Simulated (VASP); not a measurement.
Data:

```xyz
2
Lattice="0.0000 1.8222 1.8222 1.8222 0.0000 1.8222 1.8222 1.8222 0.0000" Properties=species:S:1:pos:R:3 pbc="T T T"
B      0.0000     0.0000     0.0000
N      0.9111     0.9111     0.9111
```

These are RPBE GGA, VASP's PBE PAW potentials (set 64) (plane waves; VASP) values and carry that method's errors. Run with 520 eV cut-off, 14×14×14 Γ-centred mesh, tetrahedra with Blöchl corrections, potentials B N.

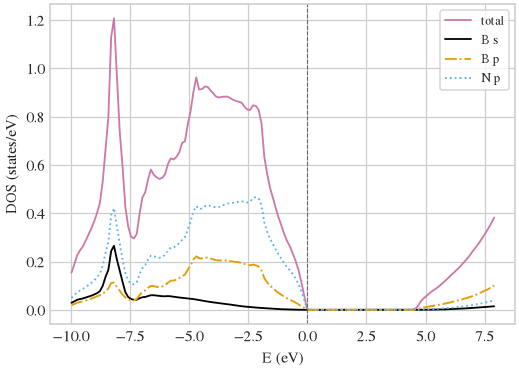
Figure. Total and projected density of states, zero at the valence-band maximum

Within 2 eV below the valence-band maximum the largest weight inside VASP's projection spheres is N p, then B p.

The gap is indirect, 4.46 eV, from the valence maximum at Γ to the conduction minimum at X.

The compound is BN in the zinc blende structure. It was relaxed first.
